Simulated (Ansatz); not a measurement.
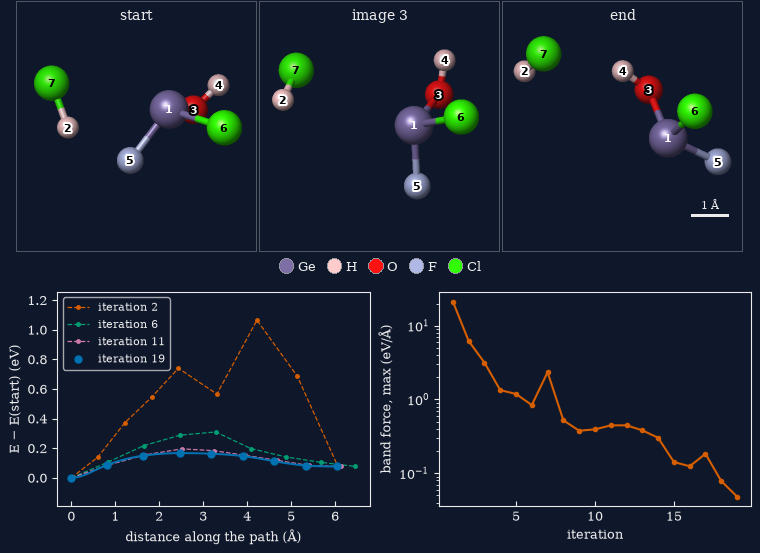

A nudged-elastic-band calculation for GeH₂OCl₂F (multiplicity 2). Images are numbered from 0 (start) to 8 (end). The plot follows the band through its iterations. Style: ball-and-stick. Shown from a free direction.

These are results of Ansatz 0.2.0, UKS PBE0/def2-SVP, not measurements. Run with 7 movable images; climbing image; force threshold 0.05 eV/Å; iteration limit 60; starting path through a guess of the saddle point.

Q: Judge this run.

A: The run is converged, with reservations. The band converged in 19 iterations. The largest component of the band force went from 21 to 0.048 eV/Å. The climbing image converged on the top of the path. Its vibrational analysis gives no imaginary modes over 30i cm⁻¹, so it isn't confirmed as a transition state. The first iteration put the highest image at 6.255 eV. The highest point, image 3, lies 0.168 eV above the start and 0.090 eV above the end; the end is at +0.077 eV relative to the start.
